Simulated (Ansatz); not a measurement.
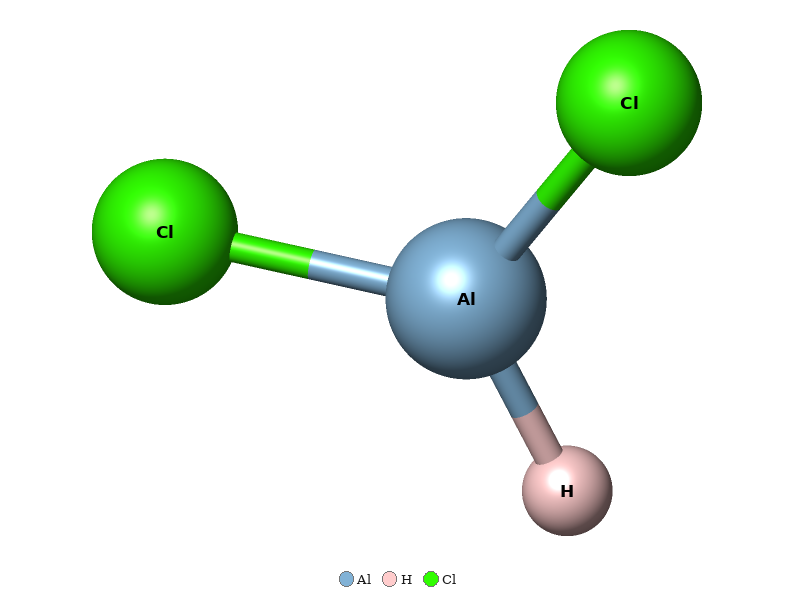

A ball-and-stick model of a molecule. Every bond is drawn as one stick, whatever its order.

The geometry was computed by an optimisation with PBE0-D4/def2-TZVP.

Identify the structure.

The molecule is AlCl2H. The point group is C2v. All atoms lie on one plane. Coordination: 1 Al trigonal planar.

The parts below concern this one geometry. Atoms keep their numbers from picture to picture.

**Charges**

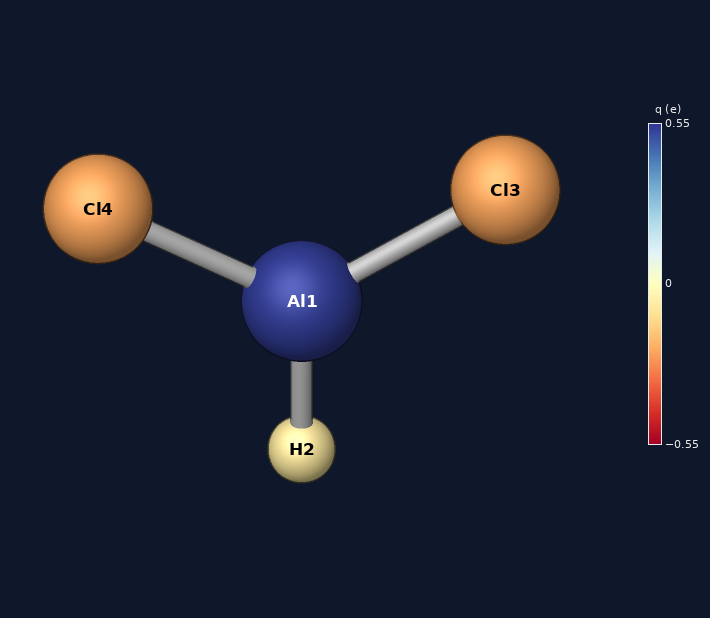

Atoms are coloured by their Mulliken charges. Level of theory: RKS PBE0-D4/def2-TZVP (Ansatz 0.2.0).

List the Mulliken charges.

| atom | value (e) |
| --- | --- |
| Al1 | 0.53 |
| H2 | −0.07 |
| Cl3 | −0.23 |
| Cl4 | −0.23 |

**Electronic properties**

Properties computed with RKS PBE0-D4/def2-TZVPP (Ansatz 0.2.0).

Computed properties:

- HOMO energy (Kohn–Sham orbital): −9.32 eV
- LUMO energy (Kohn–Sham orbital): −1.43 eV
- HOMO–LUMO gap: 7.88 eV

**Vibrations**

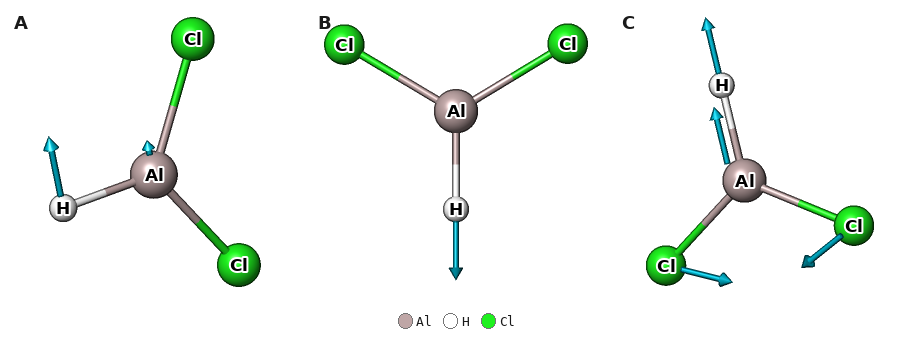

3 normal modes of one molecule or complex, as arrows. Harmonic vibrations computed with RKS PBE0-D4/def2-TZVP (Ansatz 0.2.0) at a stationary point of the same level.

**Match the panels to the wavenumbers 160 cm⁻¹, 585 cm⁻¹, 2014 cm⁻¹.**

A: 585 cm⁻¹
B: 2014 cm⁻¹, Al–H stretching
C: 160 cm⁻¹, Cl–Al–Cl bending

Mulliken values depend strongly on the basis set and can even reverse the polarity of a bond.
